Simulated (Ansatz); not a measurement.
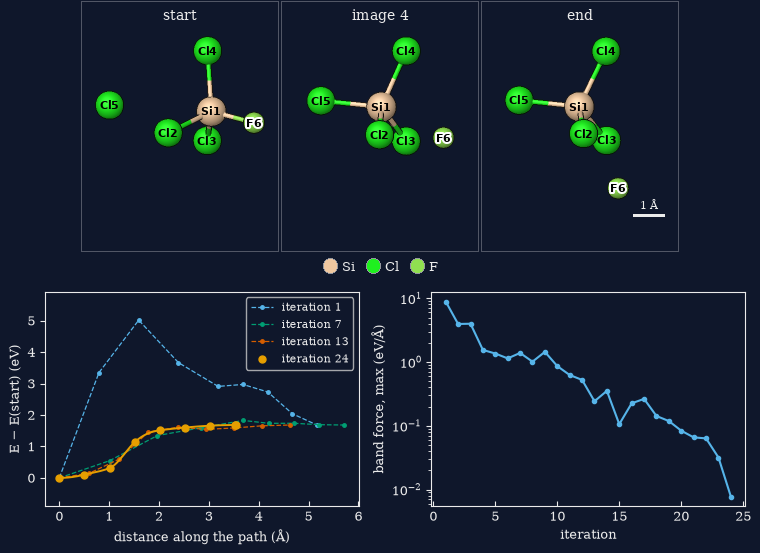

NEB run on SiCl4F (multiplicity 2), made up at the start of SiCl₃F and Cl. Images are numbered from 0 (start) to 8 (end). The plot follows the band through its iterations. A ball-and-stick model, seen at a tilt.

Method: UKS PBE-D4/def2-SVP (Ansatz 0.2.0).

Input
```yaml
crystal:
  periodic: [false, false, false]
  atoms:
    - { symbol: Si, position_ang: [0.279264, 0.411714, 1.097343] }
    - { symbol: Cl, position_ang: [-1.105591, -1.03505, 1.664368] }
    - { symbol: Cl, position_ang: [1.961688, -0.452235, 0.35933] }
    - { symbol: Cl, position_ang: [-0.55639, 1.740846, -0.189806] }
    - { symbol: Cl, position_ang: [-1.225578, -1.844501, -0.97178] }
    - { symbol: F, position_ang: [0.648806, 1.179225, 2.472645] }
magnetization:
  spin_polarized: true
  initial_magnetization: 1
basis:
  gaussian: { orbitals: def2-SVP }
hamiltonian:
  xc: pbe
  dispersion: d4
neb:
  order_check: false
  images: 7
  f_tol: 0.03
  max_iterations: 60
  final_atoms:
    - { symbol: Si, position_ang: [-0.13754492, -0.01449627, 0.20873876] }
    - { symbol: Cl, position_ang: [-1.02958645, 0.02751697, 2.09880745] }
    - { symbol: Cl, position_ang: [1.89057897, 0.00318608, 0.3452318] }
    - { symbol: Cl, position_ang: [-0.80696191, 1.63454643, -0.80192294] }
    - { symbol: Cl, position_ang: [-0.78346407, -1.72216742, -0.71621839] }
    - { symbol: F, position_ang: [0.86917737, 0.07141321, 3.29746332] }
  initial_path:
    images:
      - { positions_ang: [[0.279264, 0.411714, 1.097343], [-1.105591, -1.03505, 1.664368], [1.961688, -0.452235, 0.35933], [-0.55639, 1.740846, -0.189806], [-1.225578, -1.844501, -0.97178], [0.648806, 1.179225, 2.472645]] }
      - { positions_ang: [[0.23225468, 0.28928446, 0.82545003], [-0.87986065, -0.73290324, 1.83780651], [2.00450238, -0.46935012, 0.16796037], [-0.53160216, 1.73801266, -0.38518925], [-1.20346372, -1.80040807, -0.90195785], [0.38036847, 0.97536332, 2.88803019]] }
      - { positions_ang: [[0.18524535, 0.16685492, 0.55355707], [-0.6541303, -0.43075649, 2.01124502], [2.04731676, -0.48646524, -0.02340926], [-0.50681432, 1.73517932, -0.5805725], [-1.18134945, -1.75631514, -0.8321357], [0.11193095, 0.77150163, 3.30341538]] }
      - { positions_ang: [[0.13823603, 0.04442537, 0.2816641], [-0.42839994, -0.12860973, 2.18468353], [2.09013114, -0.50358036, -0.21477889], [-0.48202648, 1.73234598, -0.77595575], [-1.15923517, -1.71222221, -0.76231355], [-0.15650658, 0.56763995, 3.71880056]] }
      - { positions_ang: [[0.09122671, -0.07800417, 0.00977113], [-0.20266959, 0.17353702, 2.35812204], [2.13294552, -0.52069548, -0.40614852], [-0.45723864, 1.72951264, -0.971339], [-1.13712089, -1.66812927, -0.6924914], [-0.4249441, 0.36377826, 4.13418575]] }
      - { positions_ang: [[0.0340338, -0.06212719, 0.05951304], [-0.40939881, 0.13703201, 2.29329339], [2.07235388, -0.38972509, -0.21830344], [-0.54466946, 1.70577109, -0.92898499], [-1.04870669, -1.68163881, -0.69842315], [-0.10141373, 0.290687, 3.92500515]] }
      - { positions_ang: [[-0.0231591, -0.04625022, 0.10925495], [-0.61612802, 0.100527, 2.22846475], [2.01176225, -0.2587547, -0.03045836], [-0.63210028, 1.68202953, -0.88663097], [-0.96029248, -1.69514835, -0.70435489], [0.22211664, 0.21759574, 3.71582454]] }
      - { positions_ang: [[-0.08035201, -0.03037325, 0.15899686], [-0.82285724, 0.06402198, 2.1636361], [1.95117061, -0.12778431, 0.15738672], [-0.71953109, 1.65828798, -0.84427696], [-0.87187827, -1.70865788, -0.71028664], [0.545647, 0.14450447, 3.50664393]] }
      - { positions_ang: [[-0.13754492, -0.01449627, 0.20873876], [-1.02958645, 0.02751697, 2.09880745], [1.89057897, 0.00318608, 0.3452318], [-0.80696191, 1.63454643, -0.80192294], [-0.78346407, -1.72216742, -0.71621839], [0.86917737, 0.07141321, 3.29746332]] }
```

Command:
```bash
ansatz run input.yaml --threads 4 --pin off --max-ram 5120MiB --backend cpu --events-out ev --progress --plain --runs-dir out
```

Question: How did the profile develop, and is the result final?

Answer: The run is converged, with reservations. The band converged in 24 iterations. The largest component of the band force went from 8.9 to 0.0078 eV/Å. The first iteration put the highest image at 5.02 eV. No barrier shows: the energy is highest at the end, and the end lies 1.68 eV above the start.

Limits of the set-up: the start holds two separate molecules, 2.8 Å apart at their closest, whose relative position is a soft coordinate.
